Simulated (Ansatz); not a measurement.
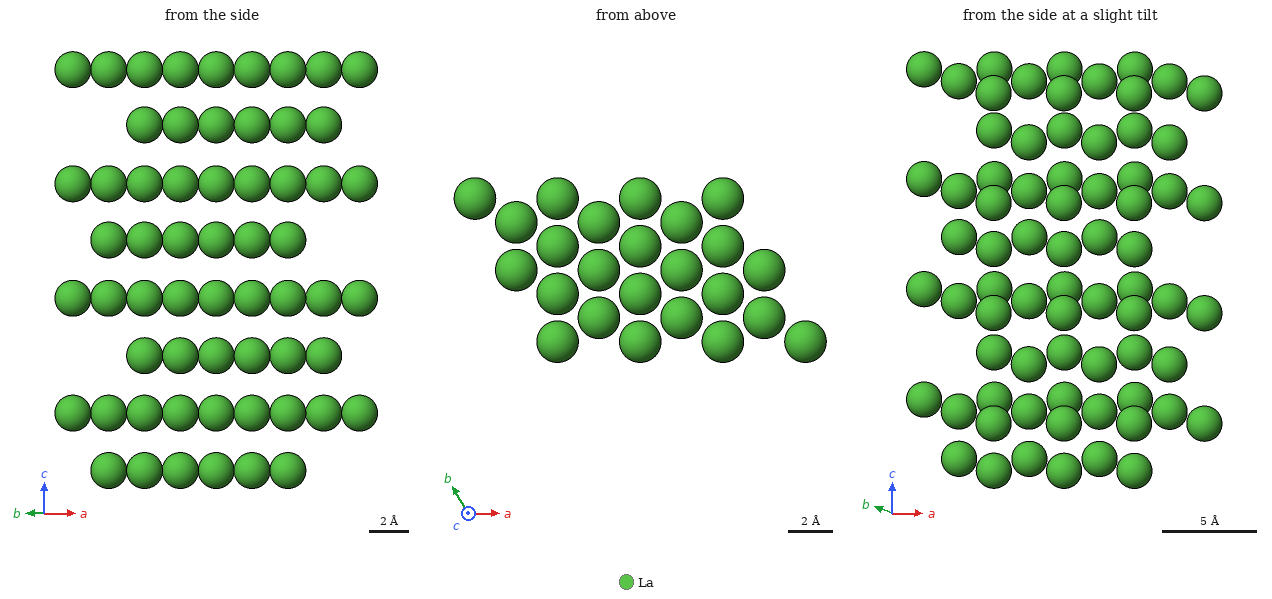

A spheres-only picture of a periodic slab, seen from the side, from above and from the side at a slight tilt. The surface normal points up in side views; the vacuum is left out. 3×2 cells are drawn in the plane, with atoms at the edges repeated.

The cell holds 8 La. The slab was cut from bulk La (P6_3/mmc).

Q: Give the thickness from the bottom atom to the top atom.

A: About 21 Å from the lowest to the highest atom.

Q: How are the atomic planes stacked?

A: Eight planes: La / La / La / La / La / La / La / La.

Q: Along which plane was the crystal cut?

A: (0 0 1).

Computational set-up: Ansatz 0.2.0, DFT PBE, scalar-relativistic, plane waves, PAW, cutoff 420 eV, a 9×9×1 k-point mesh, Gaussian smearing of 0.1 eV, no spin polarisation.

Q: Give the work function of each face.

A: 3.15 eV at the top and 3.08 eV at the bottom.

The starting point was a structure type filled with this element by a generator (whether the element takes this form wasn't checked); a slab was cut from it. The atoms were relaxed in a fixed cell with DFT PBE, scalar-relativistic, plane waves, PAW in Ansatz, but for four held in place.
